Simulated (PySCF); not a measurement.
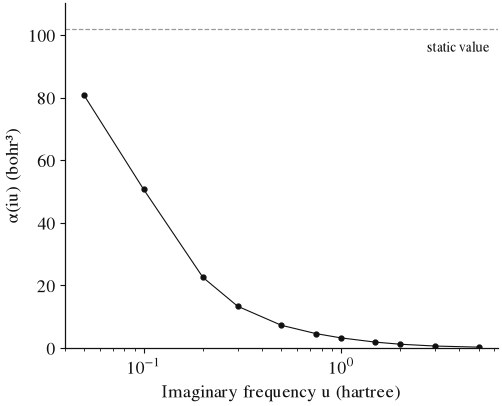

Dipole polarisability at imaginary frequency of an atom or ion with 17 electrons in the configuration [Ne] 3s² 3p⁴ 4s. Coupled response at the PBE0 level; PySCF, aug-cc-pCVQZ-DK, spin-free X2C-1e, unrestricted single determinants, no spin-orbit coupling.

**Which species is it, and what does the curve give?**

Ar⁺ (argon, Z = 18). The static dipole polarisability is 102 bohr³; α(iu) falls to half of it near u = 0.099 hartree. The Casimir–Polder integral gives C₆ = 809 hartree bohr⁶ for two such species.
